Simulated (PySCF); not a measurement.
## CuH$_{2}$O$_{3}$: frequency calculation

The run: frequency calculation of CuH$_{2}$O$_{3}$, multiplicity 4. Method and program: UKS-based PBE0, Cu def2-TZVP, O def2-TZVP, H def2-TZVP; non-relativistic Hamiltonian; density fitting (PySCF 2.14.0).

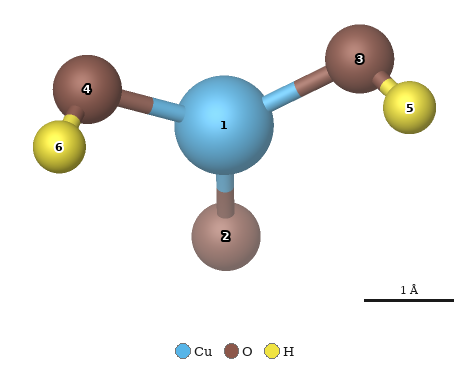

*The input geometry (ball-and-stick view, seen at a tilt; atoms are numbered from 1 in the order of the input). Sticks mark near contacts.*

Bond lengths as drawn: Cu–O 1.76 to 1.77 Å and H–O 0.96 Å.

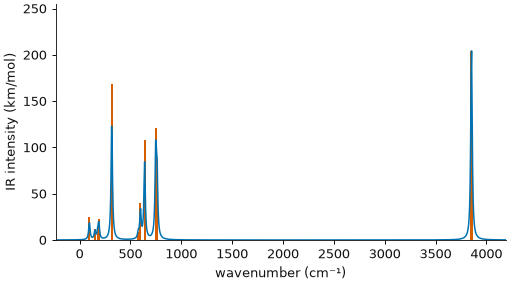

*Harmonic infrared spectrum, unscaled: sticks (degenerate modes added up, dark ones marked on the axis) with a Lorentzian envelope of 16 cm⁻¹ full width, scaled to the tallest stick.*

12 modes from 96 to 3857 cm⁻¹, none imaginary. The strongest line is at 3852 cm⁻¹ (204 km/mol). All modes, in cm⁻¹ (km/mol): 96 (25), 151 (12.1), 178 (9.2), 189 (22), 317 (169), 577 (8.5), 599 (40), 640 (108), 749 (121), 762 (86), 3852 (204), 3857 (87).

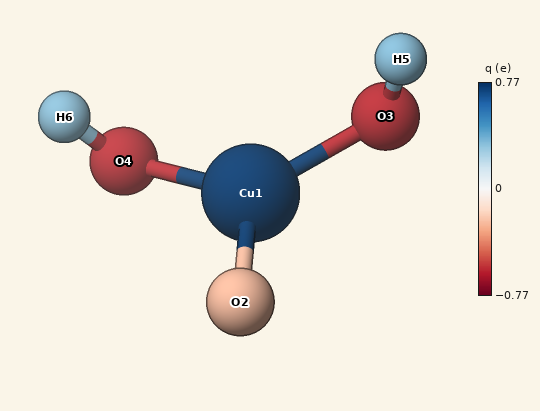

*Mulliken charges, as the colour of each atom (ball-and-stick view, seen at a tilt; atoms are numbered from 1 in the order of the input).*

By element: Cu +0.73, O −0.58 to −0.23 and H +0.33 e.

The input that produced these results follows, with the program's output.

### Input file
```python
from pyscf import gto, scf, dft
mol = gto.M(atom='''
Cu     0.006775    -0.001819    -0.025641
O      1.728731    -0.273772     0.191303
O     -0.573113     1.667946    -0.138161
O     -1.069857    -1.407969    -0.051191
H     -0.584749     2.145067     0.698509
H     -1.223532    -1.810377     0.810347''',
    basis={'Cu': 'def2-TZVP', 'O': 'def2-TZVP', 'H': 'def2-TZVP'},
    charge=0, spin=3)
mf = dft.UKS(mol, xc='PBE0')
mf.grids.atom_grid = (75, 302)
aux = {'Cu': 'def2-universal-JKFIT', 'O': 'def2-universal-JKFIT', 'H': 'def2-universal-JKFIT'}
mf = mf.density_fit(auxbasis=aux)
mf.conv_tol = 1e-09
mf.diis_space = 10
mf.max_cycle = 60
mf.verbose = 4
mf.kernel()
```

The script is an equivalent of the set-up of the self-consistent field. The run itself was carried out by a driver, which started from the orbitals of the step before it where there was one and computed the further properties.

Launch command:
```bash
OMP_NUM_THREADS=4 python axn.py task.json out
```

### The program's output
```
init E= -1866.8736218474
  alpha nocc = 29  HOMO = -0.328492608597403  LUMO = -0.00829293034514933
  beta  nocc = 26  HOMO = -0.298738373629695  LUMO = -0.184268178130679
  HOMO = -0.29873837363  LUMO = -0.184268178131  gap/eV = 3.11489
cycle= 1 E= -1866.87362184734  delta_E= 6.28e-11  |g|= 1.39e-05  |ddm|= 1.14e-05
  alpha nocc = 29  HOMO = -0.328494047986122  LUMO = -0.00829335848094104
  beta  nocc = 26  HOMO = -0.298738533924494  LUMO = -0.184268650901884
  HOMO = -0.298738533924  LUMO = -0.184268650902  gap/eV = 3.11488
cycle= 2 E= -1866.87362184667  delta_E= 6.68e-10  |g|= 4.4e-05  |ddm|= 3.21e-05
  alpha nocc = 29  HOMO = -0.328492790720302  LUMO = -0.00829299084323765
  beta  nocc = 26  HOMO = -0.298738456064994  LUMO = -0.184267965091235
  HOMO = -0.298738456065  LUMO = -0.184267965091  gap/eV = 3.11490
cycle= 3 E= -1866.87362184741  delta_E= -7.36e-10  |g|= 7.6e-06  |ddm|= 2.43e-05
  alpha nocc = 29  HOMO = -0.32849291438887  LUMO = -0.00829302905827944
  beta  nocc = 26  HOMO = -0.298738423850632  LUMO = -0.184268234243427
  HOMO = -0.298738423851  LUMO = -0.184268234243  gap/eV = 3.11489
cycle= 4 E= -1866.87362184742  delta_E= -6.82e-12  |g|= 7.01e-07  |ddm|= 2.48e-06
  alpha nocc = 29  HOMO = -0.328492986607637  LUMO = -0.0082930527272822
  beta  nocc = 26  HOMO = -0.298738448714378  LUMO = -0.184268263182421
  HOMO = -0.298738448714  LUMO = -0.184268263182  gap/eV = 3.11489
Extra cycle  E= -1866.87362184742  delta_E= -6.82e-12  |g|= 1.3e-06  |ddm|= 1.98e-06
converged SCF energy = -1866.87362184742  <S^2> = 3.7718096  2S+1 = 4.01089
```

### Results in brief

- outcome: converged
- total energy: −1866.873622 hartree
- ⟨S²⟩: 3.772
- zero-point energy: 0.027261 hartree
- dipole moment: 2.49 D
- wavenumbers, lowest and highest: 96 and 3857 cm⁻¹
- hardware: 4 threads of Arm Neoverse V1, 24 GiB of memory available, shared host
- wall time: 3.4 min (CPU time 11 min)
- peak memory: 1.9 GiB
